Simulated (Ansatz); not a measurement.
One stationary structure of MgO. Calculation: PBEsol (plane waves to 420 eV, PAW, scalar-relativistic; Ansatz, an electronic-structure program).

P6₃/mmc (No. 194), hP4, NiAs type; a = 2.9289 Å, b = 2.9289 Å, c = 5.1128 Å, α = 90.00°, β = 90.00°, γ = 120.00°.

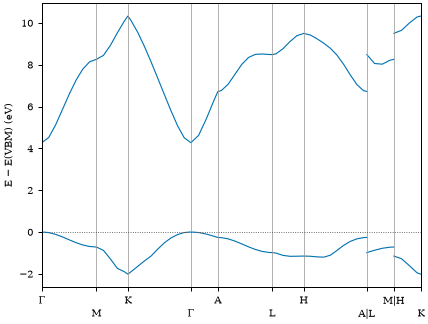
Figure: Highest filled and lowest empty band along the path of this cell's Brillouin zone

Problem. Read off the gap and say whether it is direct.

Solution. 4.27 eV, direct at Γ (no spin-orbit coupling).

Problem. How far does the top valence band disperse along this path?

Solution. About 2.0 eV.

No spin polarisation in the result.

It was reached from a disturbed copy of a Pm-3m (No. 221) cell (CsCl type), against which it lies -0.586 eV/atom.

The first start was generated by placing the elements on the sites of a structure type. Materials Project lists a structure of MgO in the same space group, P6₃/mmc (No. 194); the sites were not compared with it, nor with measured phases. Known forms of MgO include space group No. 225.
